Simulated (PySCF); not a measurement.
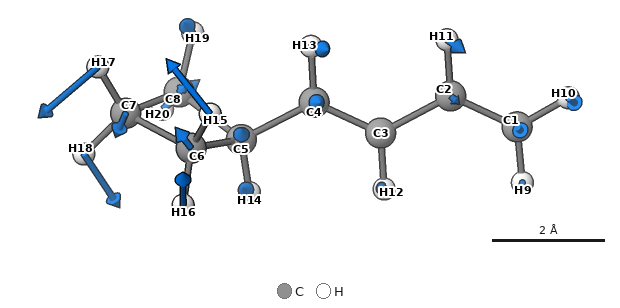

A relaxation of C$_{8}$H$_{12}$. The starting structure is drawn; blue arrows show the displacements, 3 times their true length. The two geometries are superimposed by the best rigid fit.

A ball-and-stick model, seen at a tilt.

The start comes from GFN2-xTB.

Computed with PySCF, PBE0-D3(BJ)/def2-SVP geometry optimisation, gas phase. 

### What did the optimiser do to the structure, and how much energy did it gain?

Over 10 geometry steps the energy falls by 9.35 kJ/mol. Largest force component: 0.6 eV/Å at the start, 0.017 eV/Å at the end. The largest move after the best rigid fit is that of H17, 0.55 Å. Largest moves by element: H 0.55 Å, C 0.21 Å. Some distances before and after: C1–H10 1.076 → 1.092 Å, C2–H11 1.083 → 1.097 Å, C1–C2 1.329 → 1.341 Å, C5–H14 1.091 → 1.103 Å. Among the angles between lasting bonds that change: C4–C5–C6 115.6° → 119.4°, C7–C8–H20 116.0° → 119.0°, C4–C5–C8 116.7° → 119.1°. The run took roughly 6 core-minutes on a shared host.
